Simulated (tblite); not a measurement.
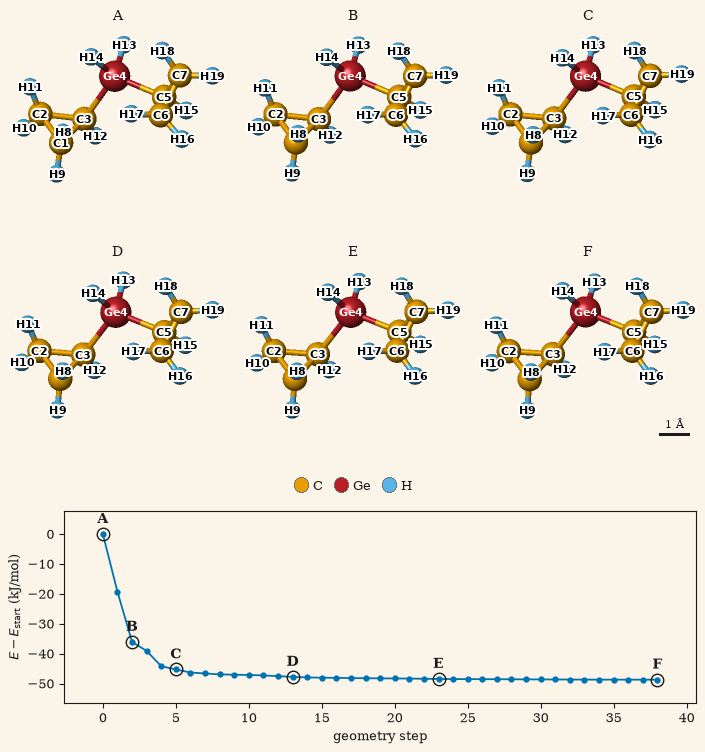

Frames of a relaxation of C₆H₁₂Ge, marked on the history of the run. The picture is a ball-and-stick view, seen at a tilt.

All numbers below come from tblite 0.8.0, GFN2-xTB geometry optimisation, gas phase. 

### Describe the path.

The energy falls by 48.7 kJ/mol in 38 geometry steps. H11 moves most after the best rigid fit: 0.18 Å. Largest moves by element: H 0.18 Å, C 0.07 Å, Ge 0.06 Å. Some distances before and after: Ge4–H13 1.569 → 1.509 Å, C1–H8 1.117 → 1.081 Å, Ge4–H14 1.542 → 1.507 Å, C1–H9 1.107 → 1.080 Å. Among the angles between lasting bonds that change: H16–C6–H17 123.3° → 113.6°, H18–C7–H19 121.9° → 113.6°, Ge4–C5–H15 122.6° → 115.4°. Cost: 0.81 s on 1 thread of Intel(R) Xeon(R) Processor @ 2.50GHz, with other jobs on the host. From step 0 to 2: H atoms move most (0.06 Å), energy −36.0 kJ/mol. From step 2 to 5: H14 moves most (0.06 Å), energy −9.24 kJ/mol. From step 5 to 13: H11 moves most (0.05 Å), energy −2.48 kJ/mol. From step 13 to 23: H atoms move most (0.05 Å), energy −0.68 kJ/mol. From step 23 to 38: H14 moves most (0.05 Å), energy −0.24 kJ/mol.

```csv
step,"E − E(0), kJ/mol"
0,0.00
1,-19.27
2,-36.04
3,-39.08
4,-44.17
5,-45.28
6,-46.29
7,-46.61
8,-46.91
9,-47.02
10,-47.12
11,-47.26
13,-47.76
14,-47.93
16,-48.08
17,-48.15
19,-48.25
20,-48.28
22,-48.38
23,-48.44
25,-48.50
26,-48.52
28,-48.56
29,-48.58
31,-48.62
32,-48.64
34,-48.67
35,-48.68
37,-48.68
38,-48.69
```
